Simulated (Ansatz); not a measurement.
# CH4O4W (SMILES C[O][W](=[O])(=[O])[OH]): what the fields show

The calculation's input:

```
crystal:
  periodic: [false, false, false]
  atoms:
    - {symbol: C, position_ang: [-0.218020, -1.566015, 1.149425]}
    - {symbol: O, position_ang: [0.322581, -0.437491, 0.507317]}
    - {symbol: W, position_ang: [-0.074907, 0.876427, -0.740186]}
    - {symbol: O, position_ang: [-0.476535, 0.160852, -2.236852]}
    - {symbol: O, position_ang: [-1.450366, 1.757493, -0.245057]}
    - {symbol: O, position_ang: [1.416127, 2.010830, -0.920553]}
    - {symbol: H, position_ang: [-1.109594, -1.287500, 1.716666]}
    - {symbol: H, position_ang: [-0.477445, -2.331571, 0.413995]}
    - {symbol: H, position_ang: [0.533751, -1.964115, 1.833272]}
    - {symbol: H, position_ang: [1.534387, 2.781111, -1.478019]}
basis:
  gaussian: {orbitals: def2-TZVPP}
hamiltonian: {xc: pbe0, dispersion: d4}
output: {orbitals: {seedname: orbitals}}
```

Command:

```sh
ansatz run in.yaml --threads 8 --pin off --events-out ev --progress --plain --max-ram 18278MiB
```

Geometry: PBE0-D4/def2-TZVP; core potentials replace the inner electrons of W.

Level of theory: Ansatz, RKS PBE0-D4/def2-TZVPP.

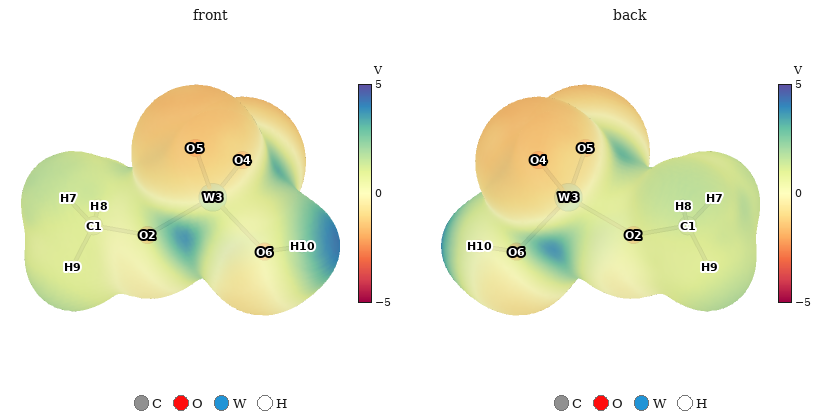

Figure 1. The molecular electrostatic potential painted on the density surface at 0.004 e/bohr³, seen from the front and from behind; the colour scale runs from red (negative) to blue (positive).

Q: Which sites attract a positive test charge, and which a negative one?

A: A positive charge is drawn to the negative regions and a negative charge to the positive ones. The most negative region (about −1.7 V, or −39 kcal/mol for a unit charge) lies over O4 and O5, the most positive (about +4.1 V, or +95 kcal/mol for a unit charge) over H10.

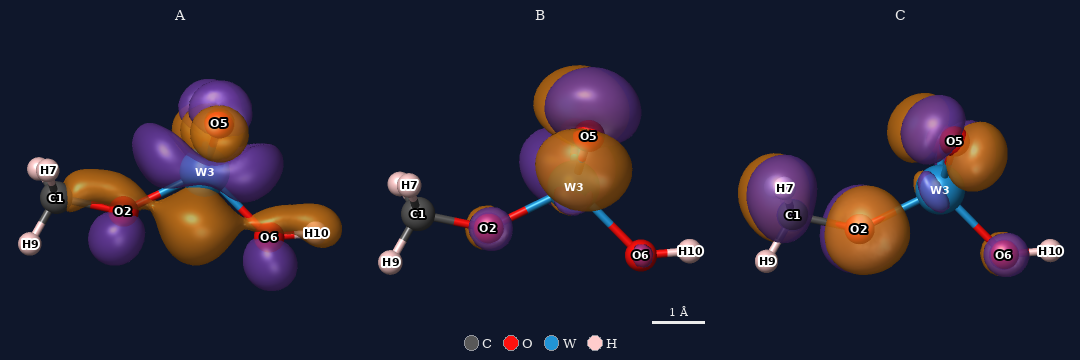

Figure 2. Three frontier orbitals at ±0.1 Å⁻³ᐟ² (orange and purple are the two phases), in no order.

Q: Which picture is the HOMO−1, the HOMO and the LUMO?

A: C is the HOMO−1 (−9.05 eV). Its weight (Hirshfeld) is mainly on O2 (about 40 %), O4 (about 15 %), O5 (about 15 %) and C1 (about 10 %). B is the HOMO (−8.63 eV). It lies mainly on O4 (about 45 %) and O5 (about 45 %); largely a combination of lone pairs on O4 and O5. A is the LUMO (−1.45 eV). By Hirshfeld shares it lies mainly on W3 (about 60 %), O2 (about 10 %), O6 (about 10 %), O4 (about 10 %) and O5 (about 10 %).

Q: What is the HOMO–LUMO gap?

A: 7.18 eV between the orbital energies.

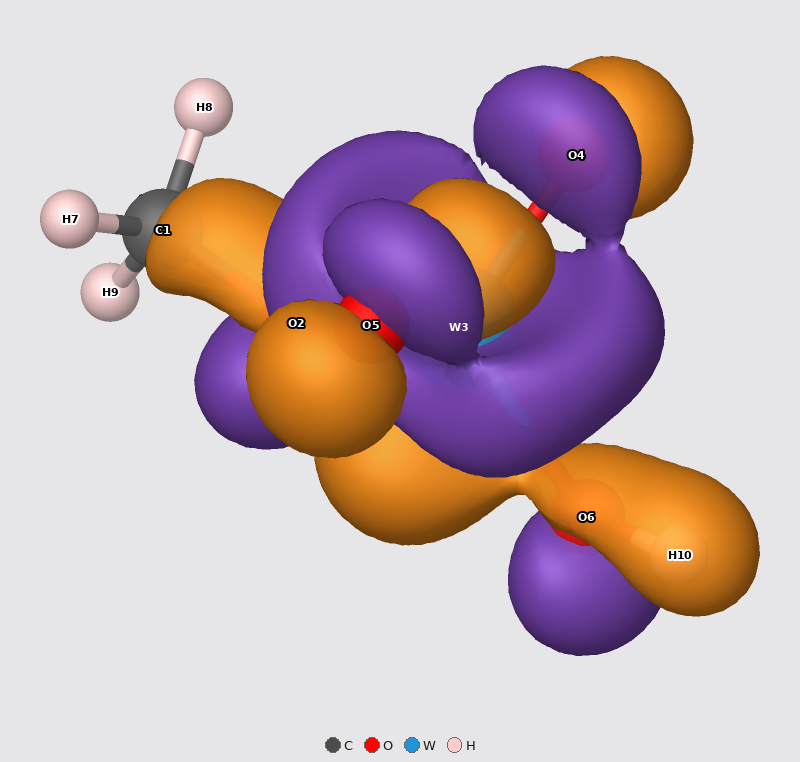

Figure 3. The LUMO at ±0.08 Å⁻³ᐟ² (orange and purple are the two phases), seen at an oblique angle.

Q: Where does this orbital lie, and at what energy?

A: By Hirshfeld shares it lies mainly on W3 (about 60 %), O2 (about 10 %), O6 (about 10 %), O4 (about 10 %) and O5 (about 10 %). Its energy is −1.45 eV.
